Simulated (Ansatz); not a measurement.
```csv
atom,x (Å),y (Å),z (Å)
O,0.5096,-0.1649,0.2625
O,-0.5096,0.1649,-0.2625
```

Geometry: PBE0-D4/def2-TZVP.

Computed with UKS PBE0-D4/def2-TZVPP (Ansatz).

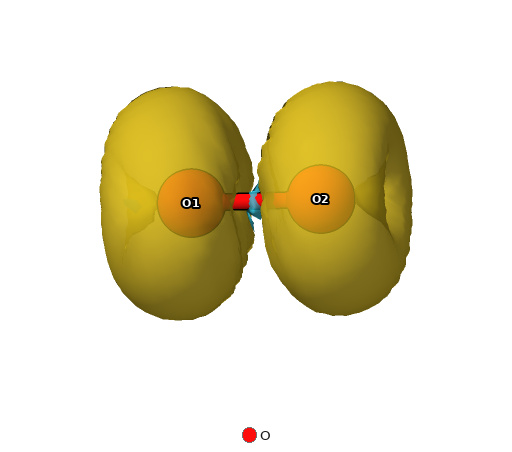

O$_{2}$ (SMILES O=O) (triplet). Isosurfaces of the spin density (α minus β) at +0.04 (yellow) and −0.04 e/Å³ (cyan), seen from one side.

Question: Where is the unpaired spin?

Answer: The unpaired spin (2 electrons) lies mostly on O1 (about 1.0) and O2 (about 1.0), in electrons by Hirshfeld's partition.
